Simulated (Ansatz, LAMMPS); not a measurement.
## Forces and charges in K+ BF4- in propylene carbonate and diethyl carbonate at 330 K (197 atoms)

What does DFT give for K+ BF4- in propylene carbonate and diethyl carbonate at 330 K (197 atoms) as built?

Main program and level: Ansatz 0.2.0; Kohn-Sham DFT, r2SCAN+D4, PAW (set soft_2), plane waves.

## (1) Set-up

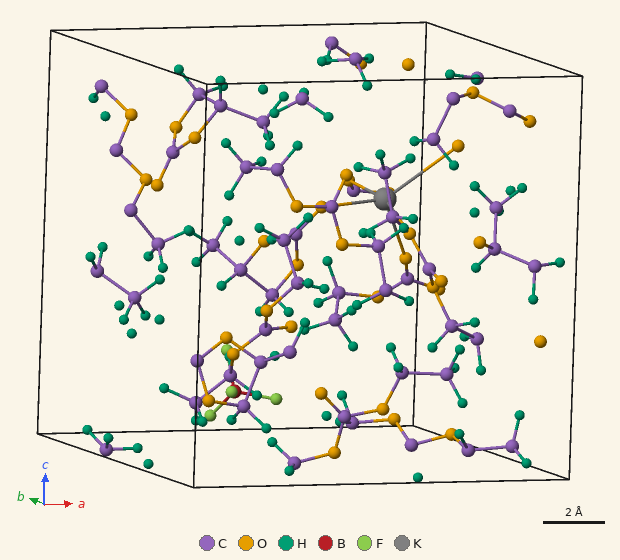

Start, viewed slightly off an axis; carbon purple, oxygen orange, hydrogen teal, boron red, fluorine green, potassium grey. Bonds to atoms that aren't drawn are left out. Some periodic images of atoms are drawn too.

The cell holds 197 atoms: 55 C, 36 O, 100 H, 1 B, 4 F and 1 K. Its edges and angles: a = 13.507 Å, b = 13.507 Å, c = 13.507 Å, α = 90.0°, β = 90.0°, γ = 90.0°. 5 propylene carbonate, 7 diethyl carbonate, 1 K+, 1 BF4- placed at random, at 0.986 g/cm³; overlaps pushed apart, then 10 ps at 550 K with stiff harmonic cages for PF6 and BF4 with UFF radii; Joung-Cheatham ions (J. Phys. Chem. B 112, 9020 (2008)); MMFF94 bonds, angles, torsions, charges and radii (Halgren, J. Comput. Chem. 17, 490 (1996)) in harmonic and 12-6 forms; charges of ions scaled by 0.8. Snapshot after 30 ps at 330 K and fixed volume.

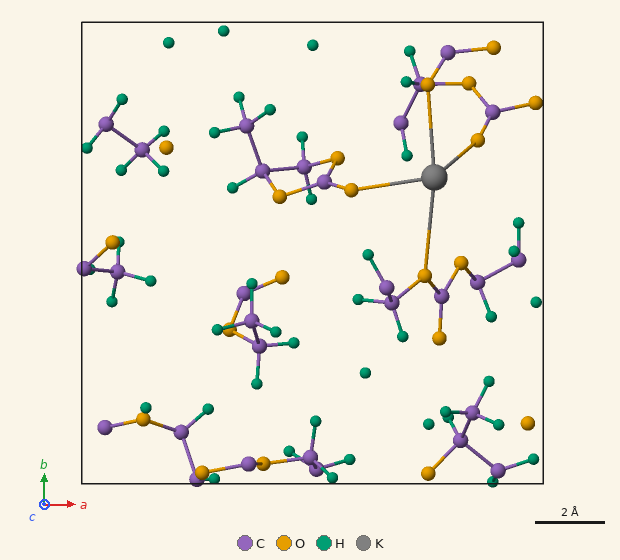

A slice 6 Å thick through the middle of the cell. Bonds to atoms that aren't drawn are left out.

Before any run, some limits are plain. The network of contacts between molecules at the start is that of the classical potential that made the cell, and needn't be the one that DFT or experiment would give. The density was typed from a rule of thumb and may lie off the real one at this temperature. Sampling is at Γ alone, for a cell whose shortest periodic width is 14 Å.

## (2) The classical run that made the cell

A classical potential makes the cell, at a small fraction of what the same run would cost in DFT.

This step: classical MD, stiff harmonic cages for PF6 and BF4 with UFF radii; Joung-Cheatham ions (J. Phys. Chem. B 112, 9020 (2008)); MMFF94 bonds, angles, torsions, charges and radii (Halgren, J. Comput. Chem. 17, 490 (1996)) in harmonic and 12-6 forms; charges of ions scaled by 0.8 (LAMMPS 22 Jul 2025 - Update 4).

in.lmp reads:

```
# K+ BF4- in propylene carbonate and diethyl carbonate
units real
atom_style full
boundary p p p
bond_style harmonic
angle_style harmonic
dihedral_style opls
improper_style harmonic
special_bonds lj 0 0 0.5 coul 0 0 0.75
read_data data.lmp
neigh_modify delay 0 every 1 check yes one 4000
comm_modify cutoff 12.0
timestep 0.5
thermo_style custom step time temp pe press density
thermo_modify norm yes
# push overlapping molecules apart
pair_style soft 2.6
pair_coeff * * 0.0
variable a equal ramp(1,60)
fix ad all adapt 1 pair soft a * * v_a
velocity all create 550 238320 mom yes dist gaussian
fix lim all nve/limit 0.03
fix lan all langevin 550 550 50 238321 zero yes
thermo 1000
run 3000 post no
unfix ad
pair_style lj/cut/coul/long 9.0
pair_modify mix arithmetic tail yes
pair_coeff 1 1 0.0678 3.3680   # C
pair_coeff 2 2 0.0763 3.0430   # O
pair_coeff 3 3 0.0678 3.4070   # C
pair_coeff 4 4 0.0763 2.9870   # O
pair_coeff 5 5 0.0216 2.5400   # H
pair_coeff 6 6 0.1800 3.6375   # B
# [... 20 lines left out ...]
compute msd all msd com yes
thermo 7500
fix md all nvt temp 330 330 100
run 30000 post no
print "== T330: mean square displacement over the hold $(c_msd[4]:%.2f) A^2"
unfix md
uncompute msd
write_dump all custom T330.dump id type xs ys zs modify sort id
```

On the command line:

```
$ lmp -in in.lmp -log none -nocite
```

Numbers of over 12 decimals in the logs are rounded to 6 here.

The log of the run:

```text
LAMMPS (22 Jul 2025 - Update 4)
Reading data file ...
  orthogonal box = (0 0 0) to (13.50721 13.50721 13.50721)
  197 atoms
  orthogonal box = (0 0 0) to (13.50721 13.50721 13.50721)
  194 bonds
  318 angles
  336 dihedrals
  12 impropers
WARNING: Bond/angle/dihedral extent > half of periodic box length
   Step          Time           Temp          PotEng         Press         Density
         0   0              550            0.19495607     1686.8289      0.98599983
      1000   500            530.86181      1.6777204      6352.7722      0.98599983
      2000   1000           487.1488       1.3763253      6468.4203      0.98599983
      3000   1500           530.7679       1.5374152      1492.5599      0.98599983
WARNING: Bond/angle/dihedral extent > half of periodic box length
Loop time of 0.361826 s on 1 MPI rank(s) for 3000 steps with 197 atoms
PPPM initialization ...
  G vector (1/distance) = 0.29599537
  grid = 8 8 8
[... 31 lines left out ...]
Loop time of 6.03922 s on 1 MPI rank(s) for 10000 steps with 197 atoms
WARNING: Bond/angle/dihedral extent > half of periodic box length
   Step          Time           Temp          PotEng         Press         Density
[... 4 lines left out ...]
WARNING: Bond/angle/dihedral extent > half of periodic box length
Loop time of 2.99482 s on 1 MPI rank(s) for 5000 steps with 197 atoms
WARNING: Bond/angle/dihedral extent > half of periodic box length
   Step          Time           Temp          PotEng         Press         Density
[... 2 lines left out ...]
     30000   29000          309.08811     -2.0873282     -1085.6727      0.98599983
     37500   36500          336.35428     -2.1783263     -1721.5684      0.98599983
     45000   44000          331.0368      -2.1463178      3749.0887      0.98599983
     47000   46000          321.95624     -2.0621404      843.36189      0.98599983
WARNING: Bond/angle/dihedral extent > half of periodic box length
Loop time of 17.7028 s on 1 MPI rank(s) for 30000 steps with 197 atoms
== T330: mean square displacement over the hold 34.15 A^2
```

Elapsed: 29 s, on 1 thread of Arm Neoverse V2, shared host; peak memory 0.12 GiB.

The input also reads data.lmp (atoms, bonds and types; not printed here).

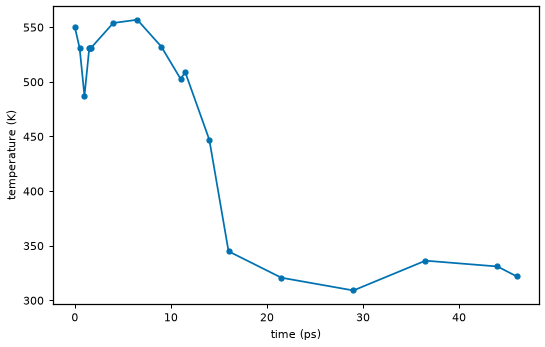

Temperature against time.

## (3) Plane-wave single point

The electrons are solved once, with the atoms held.

input.yaml reads:

```yaml
crystal:
  lattice:
    - [13.50721, 0.0, 0.0]
    - [0.0, 13.50721, 0.0]
    - [0.0, 0.0, 13.50721]
  atoms:
    - { symbol: C, position: [0.17581, 0.14936, 0.77107] }
    - { symbol: C, position: [0.21572, 0.04758, 0.77772] }
    - { symbol: O, position: [0.26059, 0.0241, 0.68858] }
    - { symbol: C, position: [0.36141, 0.04307, 0.68296] }
    - { symbol: O, position: [0.41058, 0.07239, 0.75679] }
    - { symbol: O, position: [0.39312, 0.04369, 0.58885] }
    - { symbol: C, position: [0.49527, 0.05751, 0.5808] }
    - { symbol: C, position: [0.50862, 0.03194, 0.47442] }
    - { symbol: H, position: [0.12429, 0.16194, 0.82968] }
    - { symbol: H, position: [0.13871, 0.16485, 0.69977] }
    - { symbol: H, position: [0.23713, 0.20126, 0.77656] }
    - { symbol: H, position: [0.2634, 0.03799, 0.8372] }
    - { symbol: H, position: [0.15096, 0.99541, 0.78498] }
    - { symbol: H, position: [0.50654, 0.13578, 0.60306] }
    - { symbol: H, position: [0.5429, 0.01311, 0.63087] }
    - { symbol: H, position: [0.58016, 0.05296, 0.4435] }
    - { symbol: H, position: [0.44924, 0.07062, 0.4344] }
    - { symbol: H, position: [0.50028, 0.95044, 0.47543] }
    - { symbol: C, position: [0.94638, 0.48521, 0.2849] }
    - { symbol: C, position: [0.85741, 0.4367, 0.32501] }
    - { symbol: O, position: [0.82179, 0.47863, 0.41683] }
    - { symbol: C, position: [0.77961, 0.40635, 0.47179] }
    - { symbol: O, position: [0.77473, 0.31544, 0.45386] }
    - { symbol: O, position: [0.74308, 0.45086, 0.55434] }
    - { symbol: C, position: [0.6716, 0.39233, 0.60509] }
    - { symbol: C, position: [0.66054, 0.42492, 0.7107] }
    - { symbol: H, position: [0.94991, 0.46261, 0.21006] }
    - { symbol: H, position: [0.01739, 0.46483, 0.31952] }
    - { symbol: H, position: [0.94622, 0.56548, 0.28047] }
    - { symbol: H, position: [0.80177, 0.42275, 0.27487] }
    - { symbol: H, position: [0.88703, 0.3623, 0.34358] }
    - { symbol: H, position: [0.59879, 0.39963, 0.56581] }
    [... 159 atom lines left out ...]
    - { symbol: B, position: [0.45594, 0.84639, 0.11659] }
    - { symbol: F, position: [0.40858, 0.74999, 0.12932] }
    - { symbol: F, position: [0.45145, 0.88993, 0.21298] }
    - { symbol: F, position: [0.42348, 0.91583, 0.04794] }
    - { symbol: F, position: [0.55683, 0.81882, 0.099] }
    - { symbol: K, position: [0.76377, 0.66418, 0.61154] }
kpoints:
  mp_grid: { grid: [1, 1, 1] }
hamiltonian:
  xc: r2scan
  dispersion: d4
scf:
  occupations: { method: fermi_dirac, width: 0.05 }
output:
  forces: true
  stress: true
  populations: intrinsic
  dos:
    method: { smearing: { sigma: 0.15 } }
    de: 0.1
    projected: { site_lists: { B: [B], C: [C], F: [F], H: [H], K: [K] } }
  eigenvalues: true
  write_density: true
  write_potential: true
  volumetric_format: npy
```

On the command line:

```
$ ansatz run input.yaml --threads 8 --pin off --max-ram 15872MiB --backend cpu --events-out ev --progress --plain --runs-dir out
```

The log of the run:

```text
Engine: ansatz 0.2.0, aarch64-unknown-linux-gnu
Pseudopotentials: kind: paw
Pseudopotential: C, paw, valence charge 4, recommended cutoff 500 eV (meta_gga), C.paw.azcp
Pseudopotential: O, paw, valence charge 6, recommended cutoff 500 eV (meta_gga), O.paw.azcp
Pseudopotential: H, paw, valence charge 1, recommended cutoff 500 eV (meta_gga), H.paw.azcp
Pseudopotential: B, paw, valence charge 3, recommended cutoff 500 eV (meta_gga), B.paw.azcp
Pseudopotential: F, paw, valence charge 7, recommended cutoff 500 eV (meta_gga), F.paw.azcp
Pseudopotential: K, paw, valence charge 9, recommended cutoff 500 eV (meta_gga), K.paw.azcp
Functional definition: r2SCAN
  parameter k0 = 0.174
  parameter k1 = 0.065
  parameter a1 = 4.9479
  exchange = r2scan_x(k0 = k0, k1 = k1, a1 = a1)
  correlation = r2scan_c
Crystal: 197 atoms, lattice volume = 2464.319 Å³
Basis set: ecut = 500 eV, 62669 PW (Γ), exchange–correlation on 400×400×400 points (64 copies of the dense FFT grid, shifted against one another)
Bands: 485, of which v1, the nominal top of the filled ones, is band 288 counted from 1 (287 counted from 0)
Symmetry: 1 space group operations
Space group: P1 (ITA 1), of the structure as read, at distance tolerance 1.4e-4 Å
k-points: 1
Non-local potential: C, projectors of the file, l = 0: 2, l = 1: 2, l = 2: 1
Non-local potential: O, projectors of the file, l = 0: 2, l = 1: 2, l = 2: 1
Non-local potential: H, projectors of the file, l = 0: 2, l = 1: 1
Non-local potential: B, projectors of the file, l = 0: 2, l = 1: 2, l = 2: 1
Non-local potential: F, projectors of the file, l = 0: 2, l = 1: 2, l = 2: 1
Non-local potential: K, projectors of the file, l = 0: 3, l = 1: 2, l = 2: 2
PAW form: soft (Blöchl's): semilocal exchange-correlation on the pseudo side does not see the compensation charge
PAW frozen core: C, regenerated for the run's functional (the file was generated under x = pbe(κ = 0.804, μ = 0.219515), c = pbe(β = 0.066725))
PAW frozen core: O, regenerated for the run's functional (the file was generated under x = pbe(κ = 0.804, μ = 0.219515), c = pbe(β = 0.066725))
PAW frozen core: B, regenerated for the run's functional (the file was generated under x = pbe(κ = 0.804, μ = 0.219515), c = pbe(β = 0.066725))
PAW frozen core: F, regenerated for the run's functional (the file was generated under x = pbe(κ = 0.804, μ = 0.219515), c = pbe(β = 0.066725))
PAW frozen core: K, regenerated for the run's functional (the file was generated under x = pbe(κ = 0.804, μ = 0.219515), c = pbe(β = 0.066725))
PAW one-centre angular grid: C, 302 points (default); XC on 239 of its mesh's 2573 points in the sphere
PAW one-centre angular grid: O, 302 points (default); XC on 160 Gauss nodes
PAW one-centre angular grid: H, 302 points (default); XC on 160 Gauss nodes
PAW one-centre angular grid: B, 302 points (default); XC on 160 Gauss nodes
PAW one-centre angular grid: F, 302 points (default); XC on 160 Gauss nodes
PAW one-centre angular grid: K, 302 points (default); XC on 160 Gauss nodes
Initial density: superposition of atomic densities (neutral atoms: chi_scale 0, normalization atom), corrected by the library's trained network
Initial wavefunctions: pseudopotential atomic-orbital guess
Functional: x = r2scan, c = r2scan; τ floored in thin density (d = 2e-4 eV/Å³)
SCF iter   1: F=—  HF=-40841.668049 eV  |F-HF|=—  |Δ(HF+E_count)|=         —  Δρ=7.74e-3  dr2=1.35e0  dr2_τ=1.62e1  ethr=1.77e-3  ⟨swp⟩=6.0  Hψ=2230  notcnv=0  defer=82
preconditioner: auto → Resta (q_TF=auto, 2.141 Å⁻¹)  ε∞=2.1  [insulator: Δε(μ)=5.840 eV  Ē_g=16.505 eV  σ=0.050 eV  W_gap=1.00  n_scr=436 (ndim 8)  ℏωp=17.4 eV  f_vac=0.345  D(μ)=0.00/eV (n_scr^D=0)  ε∞_Penn≈2.1]
SCF iter   2: F=—  HF=-40840.047422 eV  |F-HF|=—  |Δ(HF+E_count)|=    1.62e0  Δρ=4.09e-3  dr2=2.24e-1  dr2_τ=4.51e-2  ethr=2.35e-4  ⟨swp⟩=3.0  Hψ=856  notcnv=0  defer=191
SCF iter   3: F=—  HF=-40840.059625 eV  |F-HF|=—  |Δ(HF+E_count)|=   1.22e-2  Δρ=1.78e-3  dr2=6.06e-2  dr2_τ=5.64e-3  ethr=3.89e-5  ⟨swp⟩=2.0  Hψ=564  notcnv=0  defer=191
SCF iter   4: F=—  HF=-40840.077502 eV  |F-HF|=—  |Δ(HF+E_count)|=   1.79e-2  Δρ=6.18e-4  dr2=1.01e-2  dr2_τ=1.33e-3  ethr=1.05e-5  ⟨swp⟩=3.0  Hψ=565  notcnv=0  defer=191
SCF iter   5: F=—  HF=-40840.082494 eV  |F-HF|=—  |Δ(HF+E_count)|=   4.99e-3  Δρ=2.18e-4  dr2=1.49e-3  dr2_τ=1.35e-4  ethr=1.76e-6  ⟨swp⟩=2.0  Hψ=842  notcnv=0  defer=191
SCF iter   6: F=—  HF=-40840.084658 eV  |F-HF|=—  |Δ(HF+E_count)|=   2.16e-3  Δρ=9.61e-5  dr2=2.71e-4  dr2_τ=2.54e-5  ethr=2.59e-7  ⟨swp⟩=2.0  Hψ=578  notcnv=0  defer=191
SCF iter   7: F=—  HF=-40840.085309 eV  |F-HF|=—  |Δ(HF+E_count)|=   6.52e-4  Δρ=5.77e-5  dr2=7.56e-5  dr2_τ=9.69e-6  ethr=4.70e-8  ⟨swp⟩=3.0  Hψ=571  notcnv=0  defer=191
SCF iter   8: F=—  HF=-40840.082119 eV  |F-HF|=—  |Δ(HF+E_count)|=   3.19e-3  Δρ=1.61e-5  dr2=6.62e-6  dr2_τ=6.43e-7  ethr=1.31e-8  ⟨swp⟩=3.0  Hψ=578  notcnv=0  defer=191
SCF iter   9: F=—  HF=-40840.082143 eV  |F-HF|=—  |Δ(HF+E_count)|=   2.39e-5  Δρ=6.01e-6  dr2=1.01e-6  dr2_τ=1.21e-7  ethr=1.15e-9  ⟨swp⟩=2.0  Hψ=570  notcnv=0  defer=191
SCF iter  10: F=—  HF=-40840.082147 eV  |F-HF|=—  |Δ(HF+E_count)|=   3.55e-6  Δρ=2.37e-6  dr2=1.59e-7  dr2_τ=1.54e-8  ethr=1.76e-10  ⟨swp⟩=2.0  Hψ=578  notcnv=0  defer=191
SCF iter  11: F=-40840.082147 eV  HF=-40840.082147 eV  |F-HF|=1.04e-7  |Δ(HF+E_count)|=   6.55e-7  Δρ=1.30e-6  dr2=4.49e-8  dr2_τ=5.35e-9  ethr=1.74e-11  ⟨swp⟩=22.0  Hψ=4878  notcnv=0
SCF 1 converged in 11 iterations: F = -40840.082147 eV  dr2 = 4.49e-8
  greatest PAW one-centre occupation: 0.989 electrons in one spin orbital (limit 2), on the K atom at site 196 (counted from 0), in its partial waves of l = 0
WARN: The input density's exchange-correlation potential varies sharply where the density is thin. Do not read a vacuum level from v_tot or v_xc, or from such a field of the output density. On a cell that repeats whose density bears no net charge and no dipole along the vacuum's axis use v_es (v_loc + v_h of the components); [...]
SCF converged after 11 iterations
Free energy (F): -40840.082147 eV
Harris-Foulkes:  -40840.082147 eV  (|F-HF|=1.04e-7)
Internal energy: -40840.082147 eV  (E = F + TS)
E sigma→0 (E₀):  -40840.082147 eV
Fermi energy:    0.160932 eV
--- Per-component energies (eV) ---
  E_band       = -5806.371350
  E_kinetic    = 13875.230860
  E_local      = -55742.548345  (includes V_loc(G=0)·N_el)
  E_nonlocal   = 3666.613794
  E_hartree    = 21629.448331
  E_xc         = -6593.553473
  E_vxc        = -9363.911358  (∫ρ·V_xc dr)
  E_paw        = -13053.559232  (= ΣΔE_a)
  E_vpaw       = -2094.536465  (= ΣTr[D̂ρ^β])
  E_aug_tail   = -0.007426  (compensation charges beyond the density's cutoff)
  E_vtau       = 593.892599  (kinetic-family band-sum trace: ∫τ·v_τ [+ j·A + Jᵃ·Aᵃ] dr)
  E_ewald      = -4615.298046
  E_disp       = -3.555989  (pairwise vdW)
  E_core_change = -2.852622  (= ΣΔE_core)
  E_smearing   = -0.000000  (= −TS)
  E_closure    = 0.000000  (closes the sum)
  Σ components = -40840.082147   (vs F -40840.082147, Δ=0.00e0)
--- Forces (eV/Å), atoms counted from 1 ---
  atom   1  C      0.21116531     1.16180335    -0.64715657
  atom   2  C     -3.11420236    -0.89183891    -0.35242368
  atom   3  O      3.20851125    -0.65173007    -2.31154861
  atom   4  C     -0.63336503     2.24788120     3.05311082
  atom   5  O     -1.52391526    -1.55642753    -2.99613178
  atom   6  O     -2.14111299    -1.48867110     2.30204865
  atom   7  C      1.62467484     1.45898863     0.21397275
  atom   8  C      0.52220566    -0.21449033    -0.26838079
  atom   9  H     -0.49505892     0.29804684     0.59633624
  atom  10  H      0.11733892    -0.36492122     0.42022871
  atom  11  H     -0.00066828     0.28744762     0.08327380
  atom  12  H      1.22329196    -0.27306808     1.49341948
  atom  13  H      0.98033791     0.37759024    -0.07493071
  atom  14  H      0.44576594    -0.33924327    -0.43274389
[...]
atom 196  F     -0.37404785     0.58223661    -0.41777790
  atom 197  K      0.69057199     0.08144900     0.03432275
  max |Σ_I F_I| component: 3.13e-4 eV/Å
--- Stress (GPa, compression-positive) ---
        0.414641      -0.514984      -0.024567
       -0.514984      -0.569530      -0.399301
       -0.024567      -0.399301      -0.535656
  P = ⅓ Tr σ = -0.2302 GPa (-2.302 kbar)
--- Band table (eV) ---
  k-point 0: bands = ["-31.2126", "-27.1749", "-26.8099", "-26.5868", [... 469 levels ...], "10.2846", "10.3085", "10.3682", "10.3866", "10.4047", "10.4471", "10.4861", "10.5045", "10.5395", "10.5748", "10.6224", "10.6344"]
--- intrinsic populations: 197 sites ---
  site symbol       q [e]
     0      C      4.5485
     1      C      4.1131
     2      O      6.3465
[...]
196      K      8.1367
  spilling = 0.000000 (of n_electrons = 576.000000)
```

Wall time 60 s (8 threads of Arm Neoverse V2, shared host); peak memory 7 GiB; 7.7 min of CPU time.

In the SCF lines HF is the Harris–Foulkes energy and dr2 the Hartree energy of the density residual, in eV; the loop may stop once dr2 is under the threshold and the program's other checks hold. Hψ counts applications of the Hamiltonian.

The program notes that the exchange-correlation potential is rough where the density is thin.

Numbers from this run:

* free energy: -40840.0821 eV
* free energy per atom: -207.3101 eV/atom
* SCF cycles: 11
* pressure: -0.2302 GPa
* r.m.s. force component: 1.038 eV/Å
* longest force: 4.725 eV/Å
* Fermi energy: 0.1609 eV
* gap (highest filled to lowest empty level): 5.56 eV

Neighbours are counted within 1.34 Å (H-C), 1.85 Å (C-C), 1.73 Å (C-O), 3.15 Å (O-K), 1.72 Å (F-B).

Length of the force by element and coordination:

```
element  coordination  atoms  mean length of the force (eV/Å)  spread  least   most
      B           all      1                             2.28       0   2.28   2.28
      C           all     55                             2.11   0.903  0.370   4.72
      C             3     12                             1.78   0.902  0.375   3.84
      C             4     43                             2.20   0.882  0.370   4.72
      F           all      4                            0.984   0.459  0.382   1.64
      H           all    100                             1.03   0.572  0.158   3.34
      K           all      1                            0.696       0  0.696  0.696
      O           all     36                             2.12   0.997  0.417   4.01
      O             1      8                             1.89    1.23  0.417   3.70
      O             2     27                             2.24   0.889   1.05   4.01
      O             3      1                            0.877       0  0.877  0.877
```

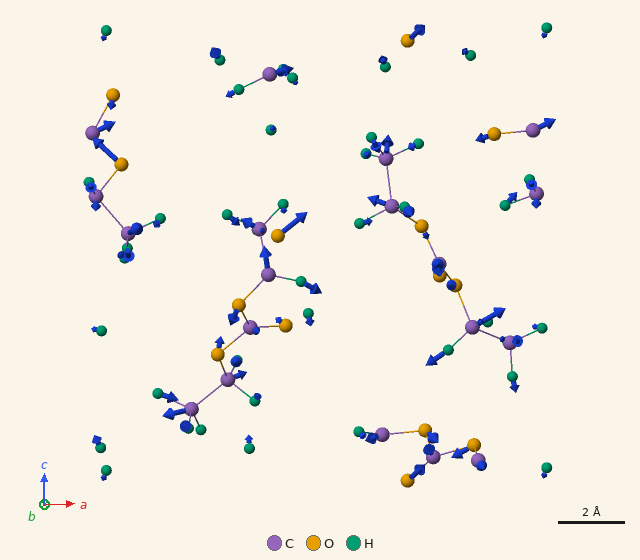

Forces as arrows; the longest in the cell is 4.73 eV/Å. Drawn is a slice 4 Å thick, seen along the normal of the ac plane. Bonds to atoms that aren't drawn are left out.

Intrinsic-atomic-orbital charges by element and coordination:

```
element  coordination  atoms  mean charge (e)  spread   least    most
      B           all      1            0.941       0   0.941   0.941
      C           all     55          -0.0649   0.454  -0.592   0.710
      C             3     12            0.698  0.0097   0.680   0.710
      C             4     43           -0.278   0.236  -0.592  0.0778
      F           all      4           -0.474   0.021  -0.495  -0.439
      H           all    100            0.183  0.0164   0.148   0.225
      K           all      1            0.863       0   0.863   0.863
      O           all     36           -0.407  0.0834  -0.556  -0.317
      O             1      8           -0.518  0.0182  -0.543  -0.498
      O             2     27           -0.376  0.0669  -0.556  -0.317
      O             3      1           -0.365       0  -0.365  -0.365
```

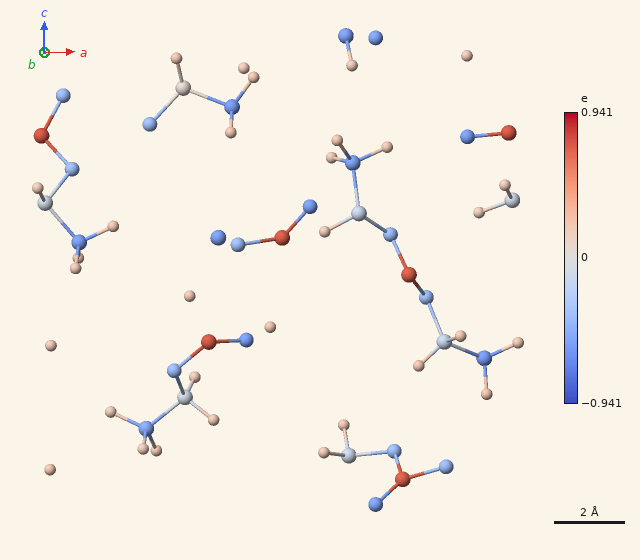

Atoms coloured by intrinsic-atomic-orbital charge. Drawn is a slice 4 Å thick, seen along the normal of the ac plane. Bonds to atoms that aren't drawn are left out.

(Continued in part 2 of 2.)

[Logs are printed without paths, hosts, clocks, repeated set-up lines and the standing remarks that a program may print on its own settings, such as how far it seeks lower states.]

[Hosts, paths, dates, database ids (printed as entryN), source tags and the programs' standing remarks are cut or masked in the printed files.]

[The MMFF94 radii named for the starting cell were scaled by 0.96; in molecules described by MMFF94, hydrogen bound to N, O or S took a small fixed 12-6 site in their place.]
